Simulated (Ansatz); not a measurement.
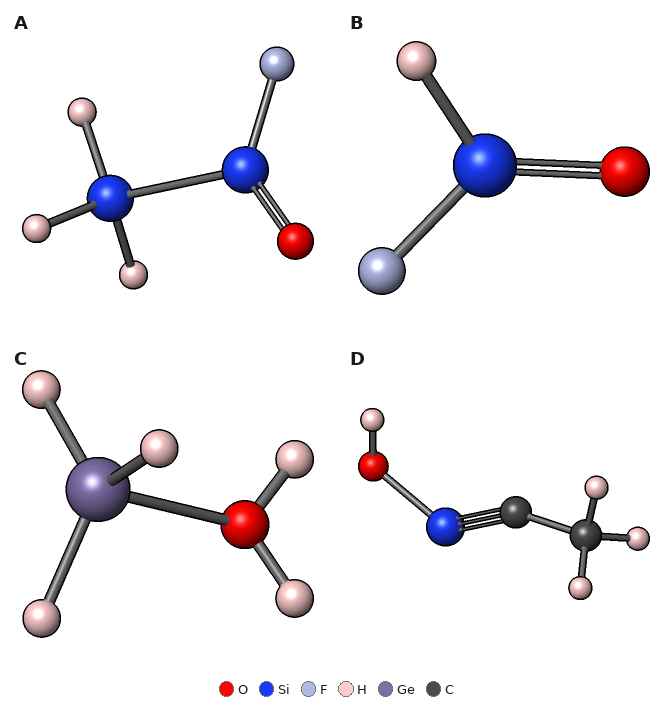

(Drawn from a calculation with Ansatz.)

**Which panel belongs to which SMILES?**
(1) O=[SiH]F
(2) O=[Si](F)[SiH3]
(3) CC#[Si]O
(4) [OH2+][GeH3]

A is (2), B is (1), C is (4), D is (3).
